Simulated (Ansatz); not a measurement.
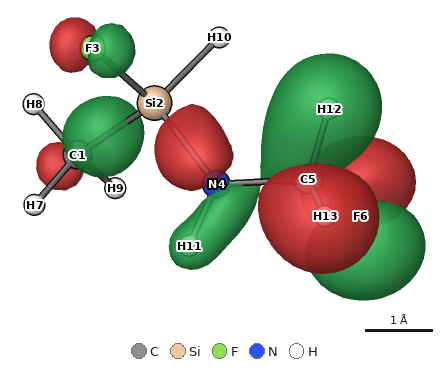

Figure. C$_{2}$H$_{7}$F$_{2}$NSi. The HOMO−1 at ±0.1 Å⁻³ᐟ² (green and red are the two phases), seen at an oblique angle.

All numbers below come from RKS PBE-D4/def2-SVP in Ansatz 0.2.0.

Input file:

```
crystal:
  periodic: [false, false, false]
  atoms:
    - { symbol: C, position_ang: [0.4153, -2.2106, 0.1167] }
    - { symbol: Si, position_ang: [0.6791, -0.3565, 0.1116] }
    - { symbol: F, position_ang: [1.64, 0.0146, -1.1039] }
    - { symbol: "N", position_ang: [-0.6703, 0.5423, -0.1471] }
    - { symbol: C, position_ang: [-0.7259, 1.9502, -0.3946] }
    - { symbol: F, position_ang: [-0.4909, 2.5819, 0.8105] }
    - { symbol: H, position_ang: [-0.0399, -2.4902, -0.8416] }
    - { symbol: H, position_ang: [1.3318, -2.7117, 0.2481] }
    - { symbol: H, position_ang: [-0.3222, -2.4372, 0.9436] }
    - { symbol: H, position_ang: [1.2677, 0.0877, 1.4205] }
    - { symbol: H, position_ang: [-1.3554, 0.3867, 0.6831] }
    - { symbol: H, position_ang: [0.0467, 2.2868, -1.0855] }
    - { symbol: H, position_ang: [-1.7557, 2.3211, -0.7466] }
basis:
  gaussian: { orbitals: def2-SVP }
hamiltonian:
  xc: pbe
  dispersion: d4
relax:
  f_tol: 0.015
  max_steps: 40
output:
  orbitals: {}
```

Run with:

```sh
ansatz run input.yaml --threads 2 --pin off --max-ram 3072MiB --backend cpu --events-out ev --progress --plain --runs-dir out
```

The fields are those of the relaxed geometry.

Describe this orbital and give its energy.

It lies mainly on F6 (about 55 %), C5 (about 15 %), H13 (about 10 %) and H12 (about 10 %). Its energy is −7.41 eV.
